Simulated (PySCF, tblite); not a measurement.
# C₄H₈F₂O₂Si: geometry, infrared bands and NMR shifts

Wanted: the infrared bands and NMR shifts of C₄H₈F₂O₂Si (`C=C(COC(F)F)O[SiH3]`), by calculation.

Programs: tblite 0.8.0 and PySCF 2.14.0, with density-fitted response routines of our own. Each step states its level of theory. These are calculated values for one molecule in the gas phase, unless marked as measured. Atoms count from 0, in the outputs and in this text.

### 1 The starting structure

17 atoms, charge 0, multiplicity 1; geometry from: force field or distance geometry start.

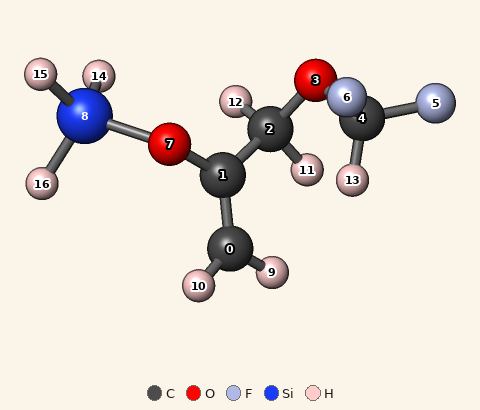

As it starts; carbon dark grey, oxygen red, fluorine light blue, silicon blue, hydrogen pink, atoms numbered.

### 2 Optimising the geometry with GFN2-xTB

What the job is given:

```
{"job": {"kind": "relax", "xc": "GFN2-xTB", "basis": "xTB"}, "charge": 0, "multiplicity": 1}
C     -0.186900     1.639500    -0.523500
C      0.137400     0.456300    -0.005900
C     -0.372400    -0.774000    -0.656900
O     -1.169400    -1.559900     0.130800
C     -2.272400    -0.835800     0.577700
F     -3.435300    -1.480200     0.153900
F     -2.232700    -0.716500     1.957200
O      0.961500     0.418900     1.134900
Si     2.658700     0.074900     0.944000
H     -0.840500     1.664700    -1.406000
H      0.130700     2.570000    -0.115100
H     -1.004200    -0.414300    -1.530500
H      0.470500    -1.333700    -1.084500
H     -2.266400     0.222200     0.173500
H      2.792200    -1.032000     0.003600
H      3.327700    -0.142200     2.229300
H      3.294700     1.254100     0.293900
```

Command:

```bash
$ OMP_NUM_THREADS=1 python probes_run.py task.json out
```

This one command runs all jobs of the session in turn.

Standard output:

```text
step      E/eV     max force
  0    -870.11991    2.459
  1    -870.42960    1.399
  2    -870.53551    0.779
  3    -870.59014    0.711
  4    -870.64542    0.689
  5    -870.69295    0.520
  6    -870.72887    0.555
  7    -870.77459    0.502
  8    -870.80354    0.388
  9    -870.82464    0.316
 10    -870.84094    0.287
 11    -870.85658    0.325
 12    -870.87183    0.289
 13    -870.88236    0.188
 14    -870.88839    0.172
 15    -870.89345    0.184
 16    -870.89858    0.199
 17    -870.90204    0.168
 18    -870.90380    0.093
 19    -870.90493    0.095
 20    -870.90615    0.099
 21    -870.90755    0.119
 22    -870.90873    0.096
 23    -870.90953    0.055
 24    -870.91019    0.060
 25    -870.91093    0.074
 26    -870.91178    0.097
 27    -870.91266    0.099
 28    -870.91348    0.090
 29    -870.91432    0.084
 30    -870.91528    0.084
 31    -870.91636    0.076
 32    -870.91736    0.067
 33    -870.91807    0.053
 34    -870.91854    0.045
 35    -870.91892    0.045
 36    -870.91928    0.049
 37    -870.91960    0.051
 38    -870.91985    0.041
 39    -870.92007    0.042
 40    -870.92029    0.038
 41    -870.92047    0.033
 42    -870.92060    0.029
 43    -870.92070    0.031
 44    -870.92082    0.035
 45    -870.92101    0.040
 46    -870.92126    0.038
 47    -870.92152    0.043
 48    -870.92174    0.040
 49    -870.92194    0.045
 50    -870.92218    0.045
 51    -870.92246    0.039
 52    -870.92277    0.048
 53    -870.92316    0.052
 54    -870.92373    0.058
 55    -870.92460    0.069
 56    -870.92578    0.101
 57    -870.92733    0.160
 58    -870.92959    0.218
 59    -870.93302    0.255
 60    -870.93770    0.253
 61    -870.94315    0.214
 62    -870.90839    1.131
 63    -870.94941    0.145
 64    -870.95214    0.120
 65    -870.95583    0.625
 66    -870.96228    0.087
 67    -870.96582    0.119
 68    -870.96427    0.662
 69    -870.97266    0.076
 70    -870.97493    0.095
 71    -870.97544    0.383
 72    -870.97857    0.090
 73    -870.97970    0.084
 74    -870.98238    0.174
 75    -870.98400    0.066
 76    -870.98521    0.089
 77    -870.98653    0.096
 78    -870.98775    0.102
 79    -870.98913    0.086
 80    -870.99027    0.100
 81    -870.99127    0.078
 82    -870.99229    0.105
 83    -870.99341    0.066
 84    -870.99470    0.059
 85    -870.99588    0.072
 86    -870.99678    0.073
 87    -870.99774    0.066
 88    -870.99877    0.077
 89    -870.99999    0.098
 90    -871.00122    0.084
 91    -871.00250    0.080
 92    -871.00400    0.093
 93    -871.00598    0.096
 94    -871.00821    0.117
 95    -871.01031    0.100
 96    -871.01230    0.107
 97    -871.01462    0.090
 98    -871.01716    0.106
 99    -871.02078    0.130
100    -871.02444    0.144
101    -871.02872    0.148
102    -871.03110    0.151
103    -871.03372    0.120
104    -871.03532    0.086
105    -871.03661    0.070
106    -871.03732    0.068
107    -871.03804    0.054
108    -871.03843    0.041
109    -871.03863    0.030
110    -871.03876    0.031
111    -871.03888    0.031
112    -871.03902    0.031
113    -871.03921    0.031
114    -871.03943    0.035
115    -871.03963    0.034
116    -871.03981    0.037
117    -871.04002    0.033
118    -871.04029    0.034
119    -871.04063    0.039
120    -871.04100    0.045
121    -871.04141    0.048
122    -871.04190    0.063
123    -871.04250    0.072
124    -871.04308    0.054
125    -871.04363    0.051
126    -871.04410    0.050
127    -871.04477    0.052
128    -871.04552    0.064
129    -871.04653    0.072
130    -871.04733    0.061
131    -871.04791    0.053
132    -871.04822    0.091
133    -871.04884    0.060
134    -871.04940    0.044
135    -871.04977    0.041
136    -871.04993    0.030
137    -871.05017    0.036
138    -871.05031    0.037
139    -871.05046    0.031
140    -871.05059    0.028
141    -871.05073    0.024
142    -871.05085    0.032
143    -871.05096    0.035
144    -871.05105    0.027
145    -871.05113    0.020
146    -871.05119    0.018
147    -871.05126    0.017
148    -871.05132    0.019
149    -871.05136    0.020
150    -871.05142    0.020
151    -871.05153    0.025
152    -871.05173    0.039
153    -871.05206    0.048
154    -871.05249    0.047
155    -871.05303    0.041
156    -871.05354    0.061
157    -871.05408    0.112
158    -871.05498    0.077
159    -871.05598    0.065
160    -871.05642    0.140
161    -871.05739    0.039
162    -871.05799    0.044
163    -871.05864    0.069
164    -871.05909    0.056
165    -871.05949    0.050
166    -871.05982    0.095
167    -871.06042    0.064
168    -871.06117    0.070
169    -871.06199    0.089
170    -871.06255    0.052
171    -871.06307    0.077
172    -871.06390    0.101
173    -871.06554    0.129
174    -871.06369    0.292
175    -871.06866    0.140
176    -871.07077    0.128
177    -871.07467    0.346
178    -871.07802    0.100
179    -871.08033    0.104
180    -871.08103    0.303
181    -871.08498    0.081
182    -871.08662    0.077
183    -871.08816    0.231
184    -871.09117    0.117
185    -871.09225    0.070
186    -871.09468    0.146
187    -871.09658    0.089
188    -871.09971    0.097
189    -871.10224    0.118
190    -871.10457    0.109
191    -871.10545    0.103
192    -871.10611    0.062
193    -871.10645    0.080
194    -871.10669    0.023
195    -871.10679    0.017
196    -871.10688    0.018
197    -871.10693    0.013
198    -871.10696    0.008
```

Run time: 2.5 s. Hardware: 1 thread of Arm Neoverse N1, shared host.

Step by step: (not every step is listed) (the energy doesn't fall at every step)

```csv
step,energy from step 0 (eV),largest force (eV/Å)
0,0.0000,2.4585
1,-0.3097,1.3989
2,-0.4156,0.7786
3,-0.4702,0.7106
4,-0.5255,0.6889
5,-0.5730,0.5199
6,-0.6090,0.5546
7,-0.6547,0.5021
8,-0.6836,0.3876
26,-0.7919,0.0975
44,-0.8009,0.0349
62,-0.7885,1.1307
80,-0.8704,0.1000
98,-0.8972,0.1059
116,-0.9199,0.0370
134,-0.9295,0.0436
152,-0.9318,0.0391
170,-0.9426,0.0525
188,-0.9798,0.0967
193,-0.9865,0.0801
194,-0.9868,0.0227
195,-0.9869,0.0166
196,-0.9870,0.0176
197,-0.9870,0.0127
198,-0.9870,0.0082
```

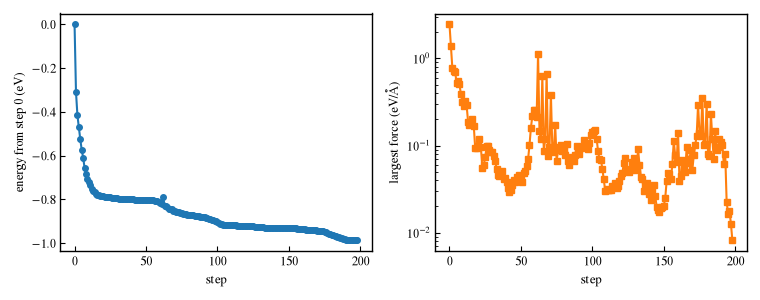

Energy and largest force along the relaxation.

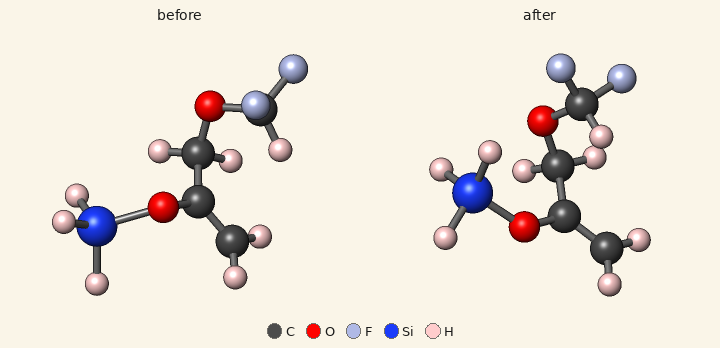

Before and after, at one scale.

Close pairs (by a distance rule), those that changed most:

```csv
bond,before (Å),after (Å),change (Å)
O7–Si8,1.742,1.637,-0.105
C1–O7,1.408,1.339,-0.069
C2–O3,1.369,1.426,+0.058
C4–F6,1.385,1.336,-0.049
O3–C4,1.393,1.349,-0.044
C2–H11,1.137,1.094,-0.043
C4–F5,1.395,1.362,-0.034
C1–C2,1.482,1.512,+0.029
```

The end geometry stands in the next job.

### 3 Harmonic vibrations with GFN2-xTB

What the job is given:

```
{"job": {"kind": "ir", "xc": "GFN2-xTB", "basis": "xTB"}, "charge": 0, "multiplicity": 1}
C     -0.419435     2.109112    -0.799967
C      0.173841     0.971268    -0.459525
C     -0.212803    -0.362666    -1.056139
O     -0.384053    -1.357209    -0.048074
C     -1.451518    -1.149225     0.750337
F     -2.614796    -1.421527     0.097320
F     -1.392326    -2.004578     1.775271
O      1.169502     0.943540     0.435815
Si     1.948226    -0.247659     1.245721
H     -1.215785     2.130785    -1.518750
H     -0.102102     3.044050    -0.376205
H     -1.117537    -0.271101    -1.663906
H      0.604781    -0.745552    -1.671543
H     -1.542357    -0.118842     1.145786
H      1.099134    -0.776312     2.309239
H      3.036407     0.572637     1.758554
H      2.413825    -1.304690     0.352675
```

Standard output:

```text
mode    cm-1     km/mol
  1      45.1      1.53
  2      58.7      1.27
  3      84.4      2.70
  4      87.1      2.02
  5     126.5     11.64
  6     206.4      1.57
  7     223.1      0.72
  8     309.3      1.66
  9     353.6      7.09
 10     428.8     17.88
 11     449.6      1.68
 12     503.4      5.53
 13     577.6     15.76
 14     606.5     95.67
 15     632.5     53.36
 16     666.5      4.62
 17     710.4      3.72
 18     725.1     47.57
 19     779.5    188.79
 20     793.6    207.81
 21     831.8    373.45
 22     852.8     48.65
 23     890.6     16.11
 24     957.1     75.68
 25     979.4    222.23
 26    1045.9     54.64
 27    1057.9     83.83
 28    1091.1    103.55
 29    1125.3    276.19
 30    1215.9     73.54
 31    1275.9     94.24
 32    1279.3    247.73
 33    1292.4     39.69
 34    1302.9     24.43
 35    1386.1     12.49
 36    1435.9      8.59
 37    1701.9    138.32
 38    2276.2    369.02
 39    2289.2    219.36
 40    2331.5    219.05
 41    2849.7     48.23
 42    2957.5     20.33
 43    2976.4      6.25
 44    3135.8      0.63
 45    3172.9     18.18
```

It took 1.1 s on 1 thread of Arm Neoverse N1, shared host.

Which atoms move in the most intense modes:

```csv
cm⁻¹,km/mol,atoms
794,207.8,"H14 59 %, H16 27 %"
832,373.4,"H15 37 %, H14 32 %, H16 21 %"
979,222.2,"C4 56 %, F5 27 %"
1125,276.2,"C4 39 %, O3 25 %"
1279,247.7,"H13 43 %, C1 23 %"
2276,369.0,"H16 55 %, H14 41 %"
2289,219.4,"H14 54 %, H16 40 %"
2332,219.1,H15 94 %
```

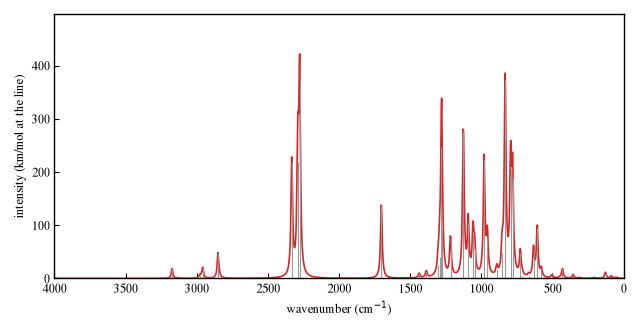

The infrared spectrum from these modes, unscaled. Lines are broadened to a width of 14 cm⁻¹ (Lorentzian).

### 4 NMR shieldings: PBE0/pcSseg-1

Settings changed since step 3:

```diff
@@ -1,2 +1,2 @@
-{"job": {"kind": "ir", "xc": "GFN2-xTB", "basis": "xTB"}, "charge": 0, "multiplicity": 1}
+{"job": {"kind": "nmr", "xc": "PBE0", "basis": "pcSseg-1"}, "charge": 0, "multiplicity": 1}
 C     -0.419435     2.109112    -0.799967
```

Method: GIAO PBE0/pcSseg-1 NMR shielding, non-relativistic, gas phase.

Standard output:

```text
coarse grid: 15272 points
cycle   1  E = -795.8778988853  dE =  1.425e+00  |g| = 1.029e+00  |ddm| = 3.661e+00
cycle   2  E = -795.6920618535  dE =  1.858e-01  |g| = 1.487e+00  |ddm| = 1.556e+00
cycle   3  E = -796.0571611125  dE = -3.651e-01  |g| = 9.422e-02  |ddm| = 1.012e+00
cycle   4  E = -796.0582096528  dE = -1.049e-03  |g| = 5.989e-02  |ddm| = 1.044e-01
cycle   5  E = -796.0588881110  dE = -6.785e-04  |g| = 1.514e-02  |ddm| = 5.161e-02
cycle   6  E = -796.0589320797  dE = -4.397e-05  |g| = 5.043e-03  |ddm| = 1.555e-02
cycle   7  E = -796.0589379010  dE = -5.821e-06  |g| = 9.511e-04  |ddm| = 4.390e-03
final grid: 145360 points
cycle   8  E = -796.1451658806  dE = -4.285e-05  |g| = 1.228e-02  |ddm| = 2.791e-02
cycle   9  E = -796.1451353424  dE =  3.054e-05  |g| = 1.817e-02  |ddm| = 1.792e-02
cycle  10  E = -796.1451918344  dE = -5.649e-05  |g| = 1.343e-03  |ddm| = 1.165e-02
cycle  11  E = -796.1451921994  dE = -3.650e-07  |g| = 4.385e-04  |ddm| = 1.470e-03
cycle  12  E = -796.1451922340  dE = -3.461e-08  |g| = 1.443e-04  |ddm| = 4.001e-04
cycle  13  E = -796.1451922385  dE = -4.507e-09  |g| = 3.823e-05  |ddm| = 1.252e-04
cycle  14  E = -796.1451922388  dE = -3.115e-10  |g| = 1.127e-05  |ddm| = 3.560e-05
converged SCF energy = -796.1451922388

GIAO shielding tensors (ppm)
atom      isotropic    diamagn.    paramagn.     s11        s22        s33       span
  0 C       84.889     255.242    -170.352    -16.008    114.043    156.633    172.640
  1 C       29.931     255.882    -225.951    -77.960     61.715    106.038    183.997
  2 C      116.912     247.877    -130.965     87.781    109.174    153.780     65.999
  3 O      230.915     399.651    -168.737    174.244    238.307    280.194    105.950
  4 C       63.904     244.735    -180.832     43.422     72.890     75.398     31.976
  5 F      276.945     471.593    -194.648    206.918    257.390    366.527    159.609
  6 F      281.577     470.392    -188.815    191.137    307.611    345.981    154.844
  7 O      238.389     397.858    -159.468    126.869    247.814    340.485    213.616
  8 Si     386.271     879.793    -493.522    349.252    361.445    448.115     98.864
  9 H       27.160      31.356      -4.196     24.429     25.773     31.277      6.849
 10 H       26.829      30.213      -3.384     23.544     25.064     31.880      8.336
 11 H       27.249      31.530      -4.281     22.989     27.239     31.519      8.531
 12 H       26.919      30.198      -3.279     23.656     25.796     31.304      7.648
 13 H       25.172      30.463      -5.291     22.525     25.412     27.580      5.054
 14 H       26.593      30.338      -3.745     22.366     26.912     30.500      8.133
 15 H       26.779      29.158      -2.379     22.690     25.342     32.306      9.616
 16 H       26.560      29.987      -3.428     23.343     25.382     30.955      7.612
```

Run time: 81 s. Hardware: 1 thread of Arm Neoverse N1, shared host; peak memory 0.92 GiB.

Shifts follow as δ = σ(reference) − σ, with reference shieldings (ppm) from runs at the same level and on the same kind of geometry: ¹H TMS 31.72, ¹³C TMS 186.9, ²⁹Si TMS 349.2, ¹⁹F CFCl3 170.9, ¹⁷O H2O 336.1. The references are single molecules in the gas phase, so shifts against H2O, NH3, PH3, H3PO4 or CFCl3 are not on the usual liquid scales and can be off by tens of ppm. Atoms listed in one row are averaged.

```csv
atoms,environment,σ (ppm),δ (ppm),δ scaled to CDCl3
C1,alkene carbon bearing oxygen,29.9,157.0,151.3
C4,sp3 CH bonded to 2 F and O,63.9,123.0,118.2
C0,β carbon of an enol-ether or enamine type C=C,84.9,102.0,97.7
C2,allylic sp3 CH2 bonded to O,116.9,70.0,66.4
H13,hydrogen on an sp3 CH bonded to 2 F and O,25.17,6.54,6.28
"H14, H15, H16",hydrogen on a silicon bonded to O,26.64,5.07,–
H10,hydrogen on a β carbon of an enol-ether or enamine type C=C,26.83,4.89,4.71
"H11, H12",hydrogen on an allylic sp3 CH2 bonded to O,27.08,4.63,4.47
H9,hydrogen on a β carbon of an enol-ether or enamine type C=C,27.16,4.56,4.40
O3,ether oxygen,230.9,105.2,–
O7,"oxygen bonded to C, Si",238.4,97.7,–
"F5, F6",fluorine of a CF2 group,279.3,-108.3,–
Si8,"silicon bonded to O, 3 H",386.3,-37.1,–
```

The scaled column applies a straight-line fit of computed shieldings to shifts measured in CDCl3, and one for carbons that bear F (root-mean-square error 0.16 ppm for H, 1.9 ppm for C).

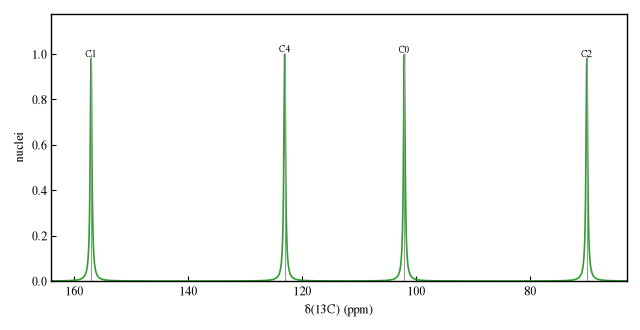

¹³C lines at the computed shifts, without couplings. Lines are broadened to a width of 0.35 ppm (Lorentzian).

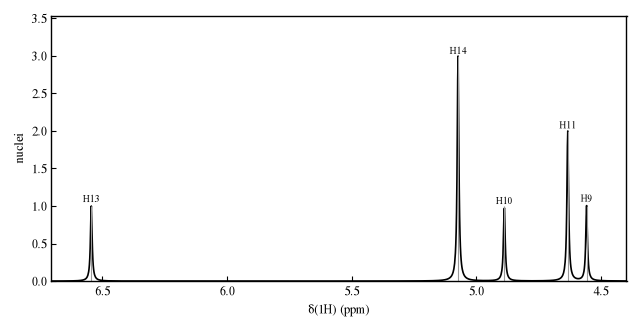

¹H lines at the computed shifts, without couplings. Lines are broadened to a width of 0.01 ppm (Lorentzian).

Charges from the same density, by scheme (e):

```csv
atoms,Mulliken,IAO,Hirshfeld,ESP fit
C0,-0.14,-0.39,-0.14,-0.65
C1,0.00,0.19,0.07,0.34
C2,0.09,-0.10,0.01,-0.23
O3,-0.49,-0.36,-0.12,-0.28
C4,0.69,0.61,0.20,0.52
"F5, F6",-0.29,-0.30,-0.11,-0.22
O7,-0.60,-0.58,-0.19,-0.37
Si8,0.71,0.86,0.37,0.60
```

Mulliken charges:

C0 -0.14; C1 0.00; C2 0.09; O3 -0.49; C4 0.69; F5 -0.30; F6 -0.27; O7 -0.60; Si8 0.71; H9 0.12; H10 0.13; H11 0.14; H12 0.16; H13 0.09; H14 -0.10; H15 -0.11; H16 -0.11

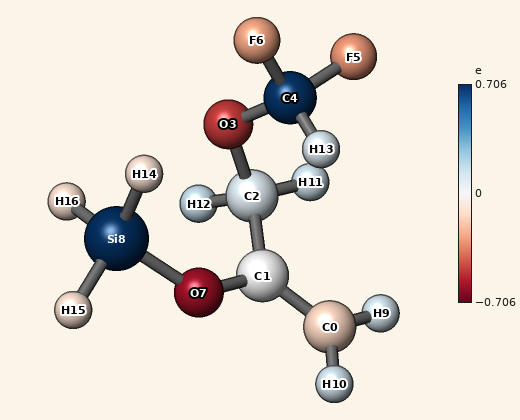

Mulliken charges, as colours on the atoms.

Mayer bond orders: C0–C1 1.89, C1–C2 1.03, C2–O3 0.85, O3–C4 1.02, C4–F5 0.96, C4–F6 1.01, C1–O7 0.97, O7–Si8 0.88.

The fields below are evaluated on a grid from the run's orbitals.

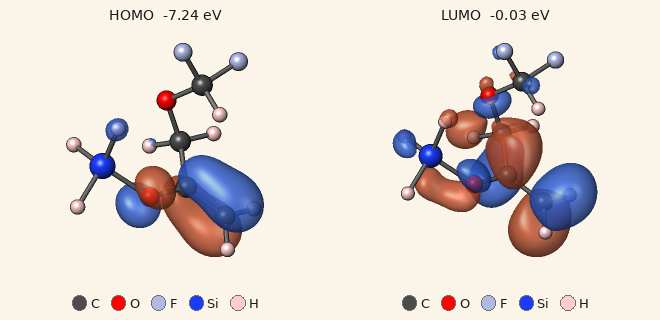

Frontier orbitals at PBE0/pcSseg-1; each surface holds 70 % of the orbital's density, blue and red mark the sign.

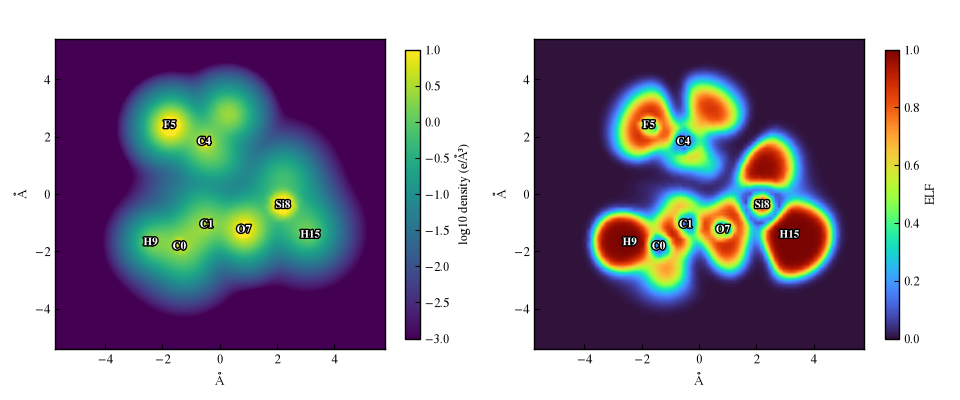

Density (left) and ELF (right) in a plane through or near 8 of the atoms.

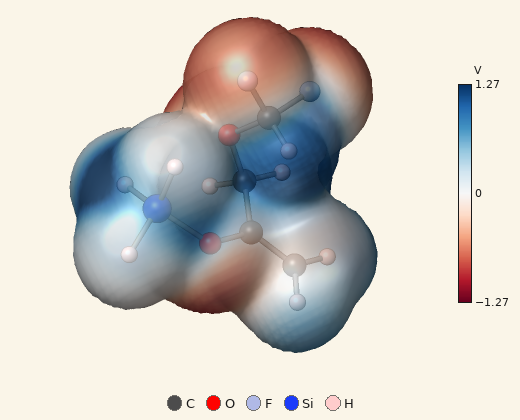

The potential that a unit positive charge feels on the 0.002 e/bohr³ surface, from -0.86 V near O7 to 1.27 V near H14.

### 5 Results

| quantity | value |
| --- | --- |
| strongest single infrared mode (GFN2-xTB) | 832 cm⁻¹, 373 km/mol |
| zero-point energy (GFN2-xTB) | 71.6 kcal/mol |
| ¹³C shifts against TMS (PBE0/pcSseg-1) | 157.0, 123.0, 102.0, 70.0 ppm |
| ¹H shifts against TMS (PBE0/pcSseg-1, means over atoms taken as alike) | 6.54, 5.07, 4.89, 4.63, 4.56 ppm |
| ¹⁷O shifts against H2O (PBE0/pcSseg-1) | 105.2, 97.7 ppm |
| ¹⁹F shifts against CFCl3 (PBE0/pcSseg-1, means over atoms taken as alike) | -108.3 ppm |
| ²⁹Si shifts against TMS (PBE0/pcSseg-1) | -37.1 ppm |
| surface potential, least and greatest | -0.86 V and 1.27 V |

The optimisation took 198 steps and gained 0.987 eV; among the close pairs (by a distance rule), O7–Si8 changed most, from 1.742 to 1.637 Å. All 45 modes are real, so the xTB geometry is a minimum. The strongest single mode, at 832 cm⁻¹, is carried by H15, H14, H16. GFN2-xTB is a fitted tight-binding method: band positions and strengths are rough. Its intensities can rank the bands wrongly. The most deshielded carbon is C1 (alkene carbon bearing oxygen), at 157.0 ppm: an sp2 carbon further deshielded by the attached heteroatom. The most deshielded hydrogen is H13 (hydrogen on an sp3 CH bonded to 2 F and O), at 6.54 ppm: its carbon carries F and O, an electronegative neighbour. At PBE0/pcSseg-1: Shielding is most anisotropic at O7 (span 214 ppm, paramagnetic term -159 ppm).
